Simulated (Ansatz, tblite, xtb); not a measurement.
## How methods differ on MoN2H2Cl2 (SMILES [NH]=[Mo](=[NH])([Cl])[Cl])

The species is MoN2H2Cl2 (7 atoms), meant as a singlet with charge 0. SMILES: `[NH]=[Mo](=[NH])([Cl])[Cl]`. The shape is that of a PBE0-D4/def2-TZVP optimisation.

```xyz
7

N    -1.0571    0.5833    0.8377
Mo   -0.0897    0.0627   -0.4751
N     1.2820   -0.7554    0.1407
Cl   -1.3008   -1.4213   -1.6891
Cl    0.6349    1.9048   -1.5817
H    -1.2613    0.6701    1.8254
H     1.8530   -1.1121    0.8966
```

Each level gives the dipole moment (D). The values are calculated.

```
                         level                   kind  program  value (D)   CPU time
                      GFN1-xTB         semi-empirical   tblite       1.79  under 2 s
                     IPEA1-xTB         semi-empirical   tblite       1.83  under 2 s
                      GFN0-xTB         semi-empirical      xtb       3.11  under 2 s
  HF/def2-SVP (core potential)           Hartree–Fock   Ansatz       3.86       22 s
PBE0/def2-SVP (core potential)          global hybrid   Ansatz       3.50       41 s
 MP2/def2-SVP (core potential)    perturbation theory   Ansatz       4.38       44 s
CCSD/def2-SVP (core potential)  coupled cluster or CI   Ansatz       3.99       60 s
```

The values span 1.79 to 4.38 D. CPU times are rough (shared hosts, several kinds of processor): they show what a rung costs within a factor of a few.

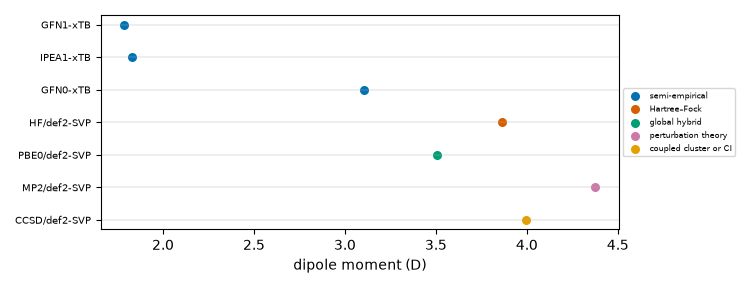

The values of the table, level by level.
